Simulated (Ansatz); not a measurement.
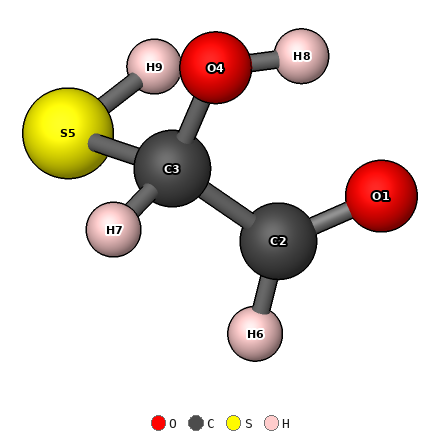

The system is C₂H₄O₂S, SMILES O=CC(O)S; the picture shows the reference structure. The first coordinate is: bond length C2–C3; the second: dihedral O1–C2–C3–O4. Nothing is relaxed (all other coordinates rigid). The grid has 11 × 10 points. Points are written as (first, second). Energies: kJ/mol, counted from the lowest grid point. Energies and slopes of some neighbouring points disagree (a jump in structure or state, or too coarse a mesh). The calculation used RKS PBE0-D4/def2-SVP in Ansatz.

Its coordinates:

```xyz
9

O    -1.4579   -0.4389    0.9775
C    -0.4879    0.2719    0.8942
C     0.6583   -0.1174   -0.0099
O     0.5477   -1.4148   -0.4128
S     0.6118    1.1548   -1.3591
H    -0.4097    1.2524    1.4161
H     1.6297    0.0829    0.4754
H    -0.3734   -1.6657   -0.2166
H    -0.6302    0.8287   -1.7817
```

Range: bond length C2–C3 from 1.299 to 2.115 Å; dihedral O1–C2–C3–O4 from −180 to 144°.

**Predict the map.**

The lowest grid point is at (1.544 Å, 0°). Other grid points that lie below all their neighbours: (1.544 Å, 144°) (40 kJ/mol higher). The highest grid point, (2.115 Å, 108°), lies 209 kJ/mol above the lowest.

| dihedral O1–C2–C3–O4 ↓, bond length C2–C3 → | 1.299 | 1.381 | 1.463 | 1.544 | 1.626 | 1.707 | 1.789 | 1.871 | 1.952 | 2.034 | 2.115 |
| --- | --- | --- | --- | --- | --- | --- | --- | --- | --- | --- | --- |
| 144 | 136 | 71 | 43 | 40 | 51 | 71 | 97 | 124 | 152 | 181 | 208 |
| 108 | 137 | 73 | 45 | 42 | 53 | 73 | 98 | 126 | 154 | 182 | 209 |
| 72 | 162 | 92 | 59 | 51 | 59 | 76 | 99 | 125 | 152 | 179 | 205 |
| 36 | 147 | 76 | 43 | 35 | 43 | 61 | 84 | 111 | 139 | 167 | 194 |
| 0 | 96 | 30 | 3 | 0 | 13 | 35 | 62 | 92 | 123 | 153 | 183 |
| −36 | 103 | 38 | 10 | 7 | 19 | 41 | 68 | 98 | 128 | 158 | 187 |
| −72 | 155 | 83 | 50 | 42 | 49 | 67 | 90 | 116 | 143 | 171 | 197 |
| −108 | 191 | 113 | 74 | 62 | 65 | 79 | 100 | 124 | 149 | 175 | 200 |
| −144 | 185 | 109 | 72 | 60 | 64 | 79 | 100 | 124 | 150 | 176 | 202 |
| −180 | 162 | 91 | 58 | 50 | 58 | 76 | 99 | 125 | 152 | 179 | 205 |

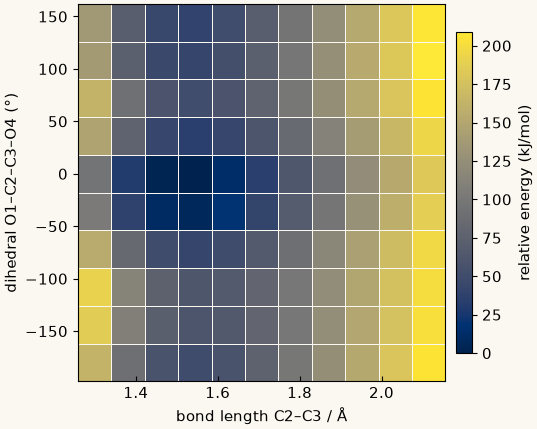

Drawn: one coloured cell a grid point.

Each point was launched as `ansatz run input.yaml --threads 1 --pin off --max-ram 2560MiB --backend cpu --events-out ev --progress --plain --runs-dir out`. Time for the 110 points that were run: 10 min on 1 thread of Arm Neoverse V2, on a shared host.
